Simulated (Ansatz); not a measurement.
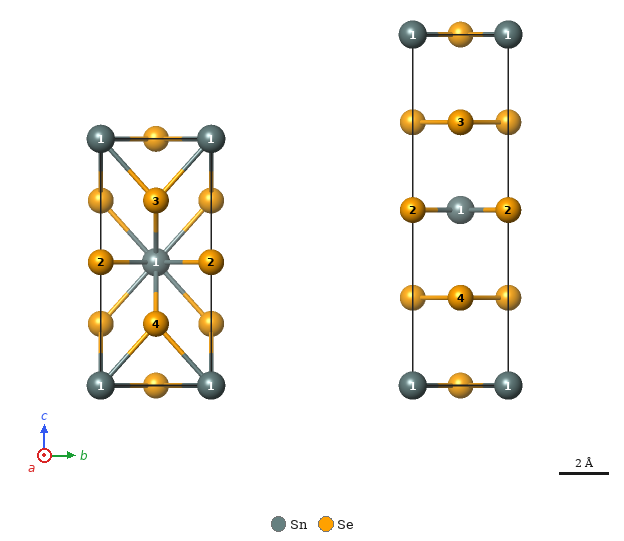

Two geometries of crystalline SnSe$_{3}$ (built on the TiAl3 (D0_22)_139 type) (coarse preliminary run), drawn at one scale. One is the start of a relaxation, the other its converged end. Style: ball-and-stick. Shown: the conventional cell (2 times the calculation's cell), along the a axis. Lengths and directions refer to the drawn axes.

All numbers below come from DFT PBE, scalar-relativistic, plane waves, PAW (Ansatz 0.2.0). Set-up: plane-wave cutoff 420 eV; k-point mesh 6 × 6 × 6; occupations gaussian; smearing width 0.1 eV; no spin polarisation; cell and atoms relaxed; force threshold 0.04 eV/Å; at most 70 steps.

**Which one is relaxed?**

The right one is the relaxed one. Case: TiAl3 (D0_22) type (I4/mmm, No. 139). After 12 accepted moves (14 points after the start) the energy has fallen by 259 meV per atom. All forces vanish by symmetry, so only the cell relaxes. Pressure: −5.45 GPa at the start and −0.06 GPa at the end. At 2 points the geometry stayed and the basis and grid were re-selected for the new cell (energy shift of 16.4 meV per atom at most each time). The atoms keep their places relative to the cell (all moves are under 0.005 Å). The volume changes by +6.6 %, with a = b 4.540 → 3.930 Å (−13.5 %), c 10.142 → 14.430 Å (+42.3 %). Some distances before and after: Sn1–Se3 3.403 → 4.108 Å, Se3–Se4 3.210 → 2.779 Å, Sn1–Se2 3.210 → 2.779 Å. The space group stays I4/mmm (No. 139).
